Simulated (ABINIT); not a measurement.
# TlBiSe3 (Pm-3m): zone-centre phonons, part 3 of 4

Which modes does TlBiSe3 (Pm-3m) have at the zone centre?

ABINIT 10.8.3; DFT LDA, scalar-relativistic, plane waves, HGH norm-conserving pseudopotentials.

So far. Step 5 (Ground state): The cell stands at -0.78 GPa: the relaxation ran with a smoothed and higher cutoff, and the difference is a stress of the finite basis. Step 6 (Zone-centre response): The acoustic modes at Γ come out as far as 1.8 cm⁻¹ from zero, where they should vanish, a small numerical error. The lowest optical mode is imaginary, 85i cm⁻¹, an instability at this level and on this k mesh. The relaxed cell has a = 5.405 Å (conventional setting).

The structure was built from a prototype and need not be the compound's stable phase.

## Step 7: Modes with the sum rule

anaddb reads the merged derivatives and imposes the acoustic sum rule.

The input, anaddb.abi:

```
ddb_filepath "gamma_DDB"
output_file "anaddb.abo"
outdata_prefix "anaddb"
asr 1
chneut 1
enunit 2
eivec 1
nph1l 1
qph1l 0.0 0.0 0.0 1.0
```

The input, mrgddb.in:

```
gamma_DDB
merged
2
dfpt_gammao_DDB
gso_DDB
```

Started as:

```
$ mrgddb < mrgddb.in > mrgddb.log
$ OMP_NUM_THREADS=1 anaddb anaddb.abi > anaddb.log
```

anaddb.abo, the main output file:

```text
-outvars_anaddb: echo values of input variables ----------------------

 Miscellaneous information :
      enunit         2
       eivec         1
         asr         1
 First list of wavevector (reduced coord.) :
       nph1l         1
       qph1l
                     0.00000000E+00  0.00000000E+00  0.00000000E+00    1.000E+00

================================================================================

 read the DDB information and perform some checks

  ==== Info on the Cryst% object ====
 Real(R)+Recip(G) space primitive vectors, cartesian coordinates (Bohr,Bohr^-1):
 R(1)= 10.2138567  0.0000000  0.0000000  G(1)=  0.0979062  0.0000000  0.0000000
 R(2)=  0.0000000 10.2138567  0.0000000  G(2)=  0.0000000  0.0979062  0.0000000
 R(3)=  0.0000000  0.0000000 10.2138567  G(3)=  0.0000000  0.0000000  0.0979062
 Unit cell volume ucvol=  1.0655388E+03 bohr^3
 Angles (23,13,12)=  9.00000000E+01  9.00000000E+01  9.00000000E+01 degrees
 Time-reversal symmetry is present
 Reduced atomic positions [iatom, xred, symbol]:
    1)    0.0000000  0.0000000  0.0000000  Tl
    2)    0.5000000  0.5000000  0.5000000  Bi
    3)    0.5000000  0.5000000  0.0000000  Se
    4)    0.5000000  0.0000000  0.5000000  Se
    5)    0.0000000  0.5000000  0.5000000  Se

 DDB file with 3 blocks has been read.

================================================================================

 Treat the first list of vectors

  Phonon wavevector (reduced coordinates) :  0.00000  0.00000  0.00000
 Phonon energies in Hartree :
  -3.890047E-04 -3.890047E-04 -3.890047E-04 -3.642257E-04 -3.642257E-04
  -3.642257E-04 -1.431763E-04 -1.431763E-04 -1.431763E-04  0.000000E+00
   0.000000E+00  0.000000E+00  6.415995E-04  6.415995E-04  6.415995E-04
 Phonon energies in meV     :
- -1.058536E+01 -1.058536E+01 -1.058536E+01 -9.911086E+00 -9.911086E+00
- -9.911086E+00 -3.896026E+00 -3.896026E+00 -3.896026E+00  0.000000E+00
-  0.000000E+00  0.000000E+00  1.745881E+01  1.745881E+01  1.745881E+01
 Phonon frequencies in cm-1    :
- -8.537665E+01 -8.537665E+01 -8.537665E+01 -7.993830E+01 -7.993830E+01
- -7.993830E+01 -3.142357E+01 -3.142357E+01 -3.142357E+01  0.000000E+00
-  0.000000E+00  0.000000E+00  1.408148E+02  1.408148E+02  1.408148E+02
 Phonon frequencies in Thz     :
- -2.559528E+00 -2.559528E+00 -2.559528E+00 -2.396490E+00 -2.396490E+00
- -2.396490E+00 -9.420549E-01 -9.420549E-01 -9.420549E-01  0.000000E+00
-  0.000000E+00  0.000000E+00  4.221522E+00  4.221522E+00  4.221522E+00
 Phonon energies in Kelvin  :
- -1.228380E+02 -1.228380E+02 -1.228380E+02 -1.150134E+02 -1.150134E+02
- -1.150134E+02 -4.521151E+01 -4.521151E+01 -4.521151E+01  0.000000E+00
-  0.000000E+00  0.000000E+00  2.026011E+02  2.026011E+02  2.026011E+02

 Eigendisplacements
 (will be given, for each mode : in cartesian coordinates
   for each atom the real part of the displacement vector,
   then the imaginary part of the displacement vector - absolute values smaller than 1.0d-7 are set to zero)
  Mode number    1   Energy   -3.890047E-04
 Attention : low frequency mode.
   (Could be unstable or acoustic mode)
-  1  0.00000000E+00  0.00000000E+00  3.20108081E-04
-     0.00000000E+00  0.00000000E+00  0.00000000E+00
-  2  0.00000000E+00  0.00000000E+00  7.85528065E-04
-     0.00000000E+00  0.00000000E+00  0.00000000E+00
-  3  0.00000000E+00  0.00000000E+00  2.50415391E-04
-     0.00000000E+00  0.00000000E+00  0.00000000E+00
-  4  0.00000000E+00  0.00000000E+00 -1.57900129E-03
-     0.00000000E+00  0.00000000E+00  0.00000000E+00
-  5  0.00000000E+00  0.00000000E+00 -1.57900129E-03
-     0.00000000E+00  0.00000000E+00  0.00000000E+00
  Mode number    2   Energy   -3.890047E-04
 Attention : low frequency mode.
   (Could be unstable or acoustic mode)
-  1  0.00000000E+00  3.20108081E-04  0.00000000E+00
-     0.00000000E+00  0.00000000E+00  0.00000000E+00
-  2  0.00000000E+00  7.85528065E-04  0.00000000E+00
-     0.00000000E+00  0.00000000E+00  0.00000000E+00
-  3  0.00000000E+00 -1.57900129E-03  0.00000000E+00
-     0.00000000E+00  0.00000000E+00  0.00000000E+00
-  4  0.00000000E+00  2.50415391E-04  0.00000000E+00
-     0.00000000E+00  0.00000000E+00  0.00000000E+00
-  5  0.00000000E+00 -1.57900129E-03  0.00000000E+00
-     0.00000000E+00  0.00000000E+00  0.00000000E+00
  Mode number    3   Energy   -3.890047E-04
 Attention : low frequency mode.
   (Could be unstable or acoustic mode)
-  1  3.20108081E-04  0.00000000E+00  0.00000000E+00
-     0.00000000E+00  0.00000000E+00  0.00000000E+00
-  2  7.85528065E-04  0.00000000E+00  0.00000000E+00
-     0.00000000E+00  0.00000000E+00  0.00000000E+00
-  3 -1.57900129E-03  0.00000000E+00  0.00000000E+00
-     0.00000000E+00  0.00000000E+00  0.00000000E+00
-  4 -1.57900129E-03  0.00000000E+00  0.00000000E+00
-     0.00000000E+00  0.00000000E+00  0.00000000E+00
-  5  2.50415391E-04  0.00000000E+00  0.00000000E+00
-     0.00000000E+00  0.00000000E+00  0.00000000E+00
  Mode number    4   Energy   -3.642257E-04
 Attention : low frequency mode.
   (Could be unstable or acoustic mode)
-  1  0.00000000E+00  0.00000000E+00  0.00000000E+00
-     0.00000000E+00  0.00000000E+00  0.00000000E+00
-  2  0.00000000E+00  0.00000000E+00  0.00000000E+00
-     0.00000000E+00  0.00000000E+00  0.00000000E+00
-  3  0.00000000E+00  0.00000000E+00  0.00000000E+00
-     0.00000000E+00  0.00000000E+00  0.00000000E+00
-  4  0.00000000E+00  0.00000000E+00 -1.86380890E-03
-     0.00000000E+00  0.00000000E+00  0.00000000E+00
-  5  0.00000000E+00  0.00000000E+00  1.86380890E-03
-     0.00000000E+00  0.00000000E+00  0.00000000E+00
  Mode number    5   Energy   -3.642257E-04
 Attention : low frequency mode.
   (Could be unstable or acoustic mode)
-  1  0.00000000E+00  0.00000000E+00  0.00000000E+00
-     0.00000000E+00  0.00000000E+00  0.00000000E+00
-  2  0.00000000E+00  0.00000000E+00  0.00000000E+00
-     0.00000000E+00  0.00000000E+00  0.00000000E+00
-  3  0.00000000E+00 -1.86380890E-03  0.00000000E+00
-     0.00000000E+00  0.00000000E+00  0.00000000E+00
-  4  0.00000000E+00  0.00000000E+00  0.00000000E+00
-     0.00000000E+00  0.00000000E+00  0.00000000E+00
-  5  0.00000000E+00  1.86380890E-03  0.00000000E+00
-     0.00000000E+00  0.00000000E+00  0.00000000E+00
  Mode number    6   Energy   -3.642257E-04
 Attention : low frequency mode.
   (Could be unstable or acoustic mode)
-  1  0.00000000E+00  0.00000000E+00  0.00000000E+00
-     0.00000000E+00  0.00000000E+00  0.00000000E+00
-  2  0.00000000E+00  0.00000000E+00  0.00000000E+00
-     0.00000000E+00  0.00000000E+00  0.00000000E+00
-  3  1.86380890E-03  0.00000000E+00  0.00000000E+00
-     0.00000000E+00  0.00000000E+00  0.00000000E+00
-  4 -1.86380890E-03  0.00000000E+00  0.00000000E+00
-     0.00000000E+00  0.00000000E+00  0.00000000E+00
-  5  0.00000000E+00  0.00000000E+00  0.00000000E+00
-     0.00000000E+00  0.00000000E+00  0.00000000E+00
  Mode number    7   Energy   -1.431763E-04
 Attention : low frequency mode.
   (Could be unstable or acoustic mode)
-  1  0.00000000E+00  0.00000000E+00 -1.31801153E-03
-     0.00000000E+00  0.00000000E+00  0.00000000E+00
-  2  0.00000000E+00  0.00000000E+00  8.45140864E-04
-     0.00000000E+00  0.00000000E+00  0.00000000E+00
-  3  0.00000000E+00  0.00000000E+00  6.50523401E-04
-     0.00000000E+00  0.00000000E+00  0.00000000E+00
-  4  0.00000000E+00  0.00000000E+00  2.62156949E-04
-     0.00000000E+00  0.00000000E+00  0.00000000E+00
-  5  0.00000000E+00  0.00000000E+00  2.62156949E-04
-     0.00000000E+00  0.00000000E+00  0.00000000E+00
  Mode number    8   Energy   -1.431763E-04
 Attention : low frequency mode.
   (Could be unstable or acoustic mode)
-  1  0.00000000E+00 -1.31801153E-03  0.00000000E+00
-     0.00000000E+00  0.00000000E+00  0.00000000E+00
-  2  0.00000000E+00  8.45140864E-04  0.00000000E+00
-     0.00000000E+00  0.00000000E+00  0.00000000E+00
-  3  0.00000000E+00  2.62156949E-04  0.00000000E+00
-     0.00000000E+00  0.00000000E+00  0.00000000E+00
-  4  0.00000000E+00  6.50523401E-04  0.00000000E+00
-     0.00000000E+00  0.00000000E+00  0.00000000E+00
-  5  0.00000000E+00  2.62156949E-04  0.00000000E+00
-     0.00000000E+00  0.00000000E+00  0.00000000E+00
  Mode number    9   Energy   -1.431763E-04
 Attention : low frequency mode.
   (Could be unstable or acoustic mode)
-  1  1.31801153E-03  0.00000000E+00  0.00000000E+00
-     0.00000000E+00  0.00000000E+00  0.00000000E+00
-  2 -8.45140864E-04  0.00000000E+00  0.00000000E+00
-     0.00000000E+00  0.00000000E+00  0.00000000E+00
-  3 -2.62156949E-04  0.00000000E+00  0.00000000E+00
-     0.00000000E+00  0.00000000E+00  0.00000000E+00
-  4 -2.62156949E-04  0.00000000E+00  0.00000000E+00
-     0.00000000E+00  0.00000000E+00  0.00000000E+00
-  5 -6.50523401E-04  0.00000000E+00  0.00000000E+00
-     0.00000000E+00  0.00000000E+00  0.00000000E+00
  Mode number   10   Energy    0.000000E+00
 Attention : low frequency mode.
   (Could be unstable or acoustic mode)
-  1  0.00000000E+00  0.00000000E+00  9.18512516E-04
-     0.00000000E+00  0.00000000E+00  0.00000000E+00
-  2  0.00000000E+00  0.00000000E+00  9.18498511E-04
-     0.00000000E+00  0.00000000E+00  0.00000000E+00
-  3  0.00000000E+00  0.00000000E+00  9.18502158E-04
-     0.00000000E+00  0.00000000E+00  0.00000000E+00
-  4  0.00000000E+00  0.00000000E+00  9.18508395E-04
-     0.00000000E+00  0.00000000E+00  0.00000000E+00
-  5  0.00000000E+00  0.00000000E+00  9.18508395E-04
-     0.00000000E+00  0.00000000E+00  0.00000000E+00
  Mode number   11   Energy    0.000000E+00
 Attention : low frequency mode.
   (Could be unstable or acoustic mode)
-  1  0.00000000E+00  9.18512516E-04  0.00000000E+00
-     0.00000000E+00  0.00000000E+00  0.00000000E+00
-  2  0.00000000E+00  9.18498511E-04  0.00000000E+00
-     0.00000000E+00  0.00000000E+00  0.00000000E+00
-  3  0.00000000E+00  9.18508395E-04  0.00000000E+00
-     0.00000000E+00  0.00000000E+00  0.00000000E+00
-  4  0.00000000E+00  9.18502158E-04  0.00000000E+00
-     0.00000000E+00  0.00000000E+00  0.00000000E+00
-  5  0.00000000E+00  9.18508395E-04  0.00000000E+00
-     0.00000000E+00  0.00000000E+00  0.00000000E+00
  Mode number   12   Energy    0.000000E+00
 Attention : low frequency mode.
   (Could be unstable or acoustic mode)
-  1  9.18512516E-04  0.00000000E+00  0.00000000E+00
-     0.00000000E+00  0.00000000E+00  0.00000000E+00
-  2  9.18498511E-04  0.00000000E+00  0.00000000E+00
-     0.00000000E+00  0.00000000E+00  0.00000000E+00
-  3  9.18508395E-04  0.00000000E+00  0.00000000E+00
-     0.00000000E+00  0.00000000E+00  0.00000000E+00
-  4  9.18508395E-04  0.00000000E+00  0.00000000E+00
-     0.00000000E+00  0.00000000E+00  0.00000000E+00
-  5  9.18502158E-04  0.00000000E+00  0.00000000E+00
-     0.00000000E+00  0.00000000E+00  0.00000000E+00
  Mode number   13   Energy    6.415995E-04
-  1  0.00000000E+00  0.00000000E+00  2.80218067E-05
-     0.00000000E+00  0.00000000E+00  0.00000000E+00
-  2  0.00000000E+00  0.00000000E+00  6.70875450E-04
-     0.00000000E+00  0.00000000E+00  0.00000000E+00
-  3  0.00000000E+00  0.00000000E+00 -2.37023890E-03
-     0.00000000E+00  0.00000000E+00  0.00000000E+00
-  4  0.00000000E+00  0.00000000E+00  2.61064379E-04
-     0.00000000E+00  0.00000000E+00  0.00000000E+00
-  5  0.00000000E+00  0.00000000E+00  2.61064379E-04
-     0.00000000E+00  0.00000000E+00  0.00000000E+00
  Mode number   14   Energy    6.415995E-04
-  1  0.00000000E+00  2.80218067E-05  0.00000000E+00
-     0.00000000E+00  0.00000000E+00  0.00000000E+00
-  2  0.00000000E+00  6.70875450E-04  0.00000000E+00
-     0.00000000E+00  0.00000000E+00  0.00000000E+00
-  3  0.00000000E+00  2.61064379E-04  0.00000000E+00
-     0.00000000E+00  0.00000000E+00  0.00000000E+00
-  4  0.00000000E+00 -2.37023890E-03  0.00000000E+00
-     0.00000000E+00  0.00000000E+00  0.00000000E+00
-  5  0.00000000E+00  2.61064379E-04  0.00000000E+00
-     0.00000000E+00  0.00000000E+00  0.00000000E+00
  Mode number   15   Energy    6.415995E-04
-  1  2.80218067E-05  0.00000000E+00  0.00000000E+00
-     0.00000000E+00  0.00000000E+00  0.00000000E+00
-  2  6.70875450E-04  0.00000000E+00  0.00000000E+00
-     0.00000000E+00  0.00000000E+00  0.00000000E+00
-  3  2.61064379E-04  0.00000000E+00  0.00000000E+00
-     0.00000000E+00  0.00000000E+00  0.00000000E+00
-  4  2.61064379E-04  0.00000000E+00  0.00000000E+00
-     0.00000000E+00  0.00000000E+00  0.00000000E+00
-  5 -2.37023890E-03  0.00000000E+00  0.00000000E+00
-     0.00000000E+00  0.00000000E+00  0.00000000E+00

 Analysis of degeneracies and characters (maximum tolerance=1.00E-06 a.u.)
 For each vibration mode, or group of modes if degenerate,
 the characters are given for each symmetry operation (see the list in the log file).
 Symmetry characters of vibration mode #   1
       degenerate with vibration modes #   2 to    3
  3.0 -3.0 -1.0  1.0 -1.0  1.0 -1.0  1.0  1.0 -1.0 -1.0  1.0  1.0 -1.0 -1.0  1.0
  0.0 -0.0  0.0 -0.0 -0.0  0.0 -0.0  0.0  1.0 -1.0 -1.0  1.0 -1.0  1.0  1.0 -1.0
  0.0 -0.0 -0.0  0.0 -0.0  0.0  0.0 -0.0  1.0 -1.0  1.0 -1.0 -1.0  1.0 -1.0  1.0
 Symmetry characters of vibration mode #   4
       degenerate with vibration modes #   5 to    6
  3.0 -3.0 -1.0  1.0 -1.0  1.0 -1.0  1.0 -1.0  1.0  1.0 -1.0 -1.0  1.0  1.0 -1.0
  0.0 -0.0  0.0 -0.0 -0.0  0.0 -0.0  0.0 -1.0  1.0  1.0 -1.0  1.0 -1.0 -1.0  1.0
  0.0 -0.0 -0.0  0.0 -0.0  0.0  0.0 -0.0 -1.0  1.0 -1.0  1.0  1.0 -1.0  1.0 -1.0
 Symmetry characters of vibration mode #   7
       degenerate with vibration modes #   8 to    9
  3.0 -3.0 -1.0  1.0 -1.0  1.0 -1.0  1.0  1.0 -1.0 -1.0  1.0  1.0 -1.0 -1.0  1.0
 -0.0  0.0 -0.0  0.0  0.0 -0.0  0.0 -0.0  1.0 -1.0 -1.0  1.0 -1.0  1.0  1.0 -1.0
 -0.0  0.0  0.0 -0.0  0.0 -0.0 -0.0  0.0  1.0 -1.0  1.0 -1.0 -1.0  1.0 -1.0  1.0
 Symmetry characters of vibration mode #  10
       degenerate with vibration modes #  11 to   12
  3.0 -3.0 -1.0  1.0 -1.0  1.0 -1.0  1.0  1.0 -1.0 -1.0  1.0  1.0 -1.0 -1.0  1.0
 -0.0  0.0 -0.0  0.0  0.0 -0.0  0.0 -0.0  1.0 -1.0 -1.0  1.0 -1.0  1.0  1.0 -1.0
 -0.0  0.0  0.0 -0.0  0.0 -0.0 -0.0  0.0  1.0 -1.0  1.0 -1.0 -1.0  1.0 -1.0  1.0
 Symmetry characters of vibration mode #  13
       degenerate with vibration modes #  14 to   15
  3.0 -3.0 -1.0  1.0 -1.0  1.0 -1.0  1.0  1.0 -1.0 -1.0  1.0  1.0 -1.0 -1.0  1.0
  0.0 -0.0  0.0 -0.0 -0.0  0.0 -0.0  0.0  1.0 -1.0 -1.0  1.0 -1.0  1.0  1.0 -1.0
  0.0 -0.0 -0.0  0.0 -0.0  0.0  0.0 -0.0  1.0 -1.0  1.0 -1.0 -1.0  1.0 -1.0  1.0
-
```

Run time: 0.51 s. Hardware: 1 thread of Arm Neoverse V2, shared host.

This step gave:

* lowest optical zone-centre mode: -85.38 cm⁻¹

No LO-TO term; unit eigenvectors of the mass-weighted matrix, from anaddb's displacements. Modes at Γ, with each element's share of the kinetic energy (negative means imaginary):

| mode | frequency (cm⁻¹) | symmetry | Tl % | Bi % | Se % |
| --- | --- | --- | --- | --- | --- |
| 1 | -85.4 | T1u | 4 | 24 | 73 |
| 2 | -85.4 | T1u | 4 | 24 | 73 |
| 3 | -85.4 | T1u | 4 | 24 | 73 |
| 4 | -79.9 | T2u | 0 | 0 | 100 |
| 5 | -79.9 | T2u | 0 | 0 | 100 |
| 6 | -79.9 | T2u | 0 | 0 | 100 |
| 7 | -31.4 | T1u | 65 | 27 | 8 |
| 8 | -31.4 | T1u | 65 | 27 | 8 |
| 9 | -31.4 | T1u | 65 | 27 | 8 |
| 10 | 0.0 | acoustic | 31 | 32 | 36 |
| 11 | 0.0 | acoustic | 31 | 32 | 36 |
| 12 | 0.0 | acoustic | 31 | 32 | 36 |
| 13 | 140.8 | T1u | 0 | 17 | 83 |
| 14 | 140.8 | T1u | 0 | 17 | 83 |
| 15 | 140.8 | T1u | 0 | 17 | 83 |

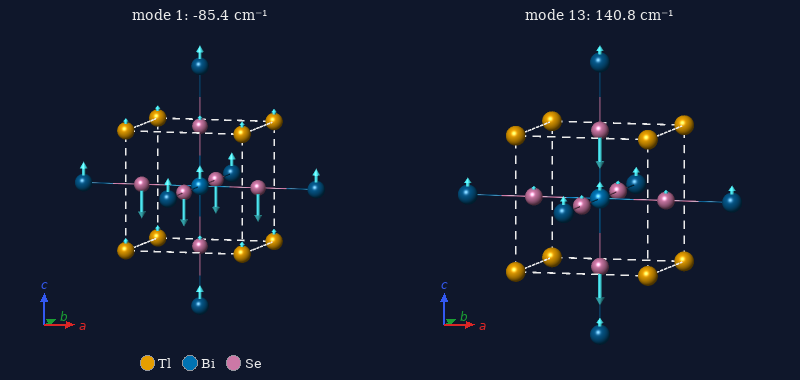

Displacement patterns of modes 1 and 13 at Γ; arrows are exaggerated. Some periodic images of atoms are drawn too.

The rule moves no optical mode by more than 0.2 cm⁻¹.

[end of part 3 of 4]

[Host names and launcher messages were left out of these logs when they were recorded.]

[Logs are printed without paths, hosts, clocks, repeated set-up lines and the standing remarks that a program may print on its own settings, such as how far it seeks lower states.]

[Hosts, paths, dates, database ids (printed as entryN), source tags and the programs' standing remarks are cut or masked in the printed files.]
